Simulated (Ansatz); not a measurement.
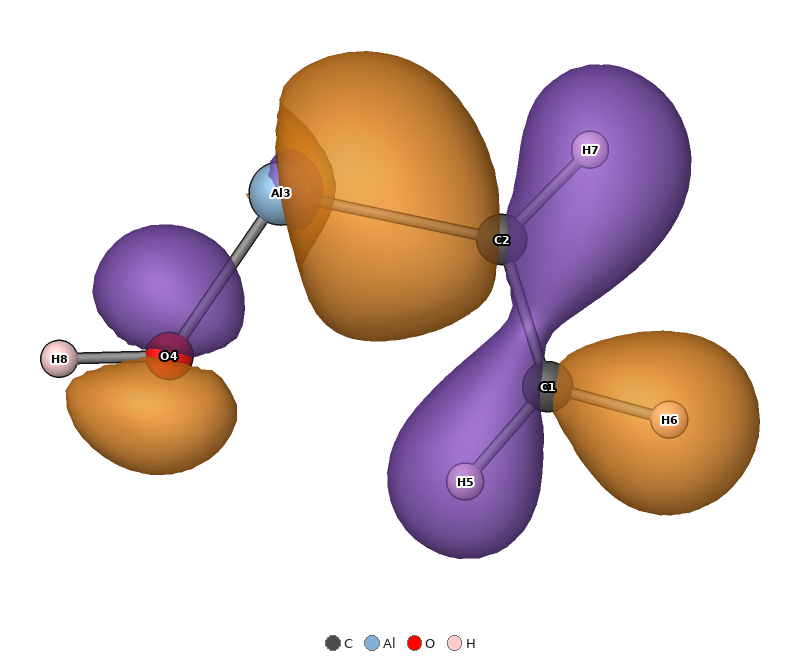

C$_{2}$H$_{4}$AlO (SMILES C=[CH][Al][OH]) (doublet). The HOMO−1 (β) at ±0.1 Å⁻³ᐟ² (orange and purple are the two phases), seen across its widest extent.

Geometry: B3LYP-D3(BJ)/def2-SVP.

Theory: Ansatz, isolated molecule in a Gaussian basis; Kohn-Sham density functional theory, functional PBE0.

Input

```
crystal:
  periodic: [false, false, false]
  atoms:
    - {symbol: C, position_ang: [0.476538, -0.785721, 1.145900]}
    - {symbol: C, position_ang: [1.321777, 0.258233, 1.096403]}
    - {symbol: Al, position_ang: [0.588036, 2.084009, 1.026515]}
    - {symbol: O, position_ang: [-1.130458, 2.105029, 1.037481]}
    - {symbol: H, position_ang: [-0.611270, -0.646168, 1.148159]}
    - {symbol: H, position_ang: [0.825407, -1.827014, 1.186428]}
    - {symbol: H, position_ang: [2.400684, 0.052242, 1.096902]}
    - {symbol: H, position_ang: [-1.684498, 2.890668, 1.009176]}
basis:
  gaussian:
    orbitals: def2-TZVPD
magnetization:
  spin_polarized: true
  initial_magnetization: 1
hamiltonian:
  xc: pbe0
output:
  forces: true
  orbitals: {seedname: orbitals}
```

Run with:

```sh
ansatz run input.yaml --threads 2 --pin off --max-ram 4350MiB --events-out events.jsonl --progress --plain --runs-dir runs
```

### Describe this orbital and give its energy.

Its weight (Hirshfeld) is mainly on C2 (about 35 %), Al3 (about 20 %), C1 (about 10 %), O4 (about 10 %), H7 (about 10 %) and H6 (about 10 %); it is symmetric in the molecular plane (an in-plane orbital: σ, lone-pair or in-plane π type). Its energy is −8.44 eV.
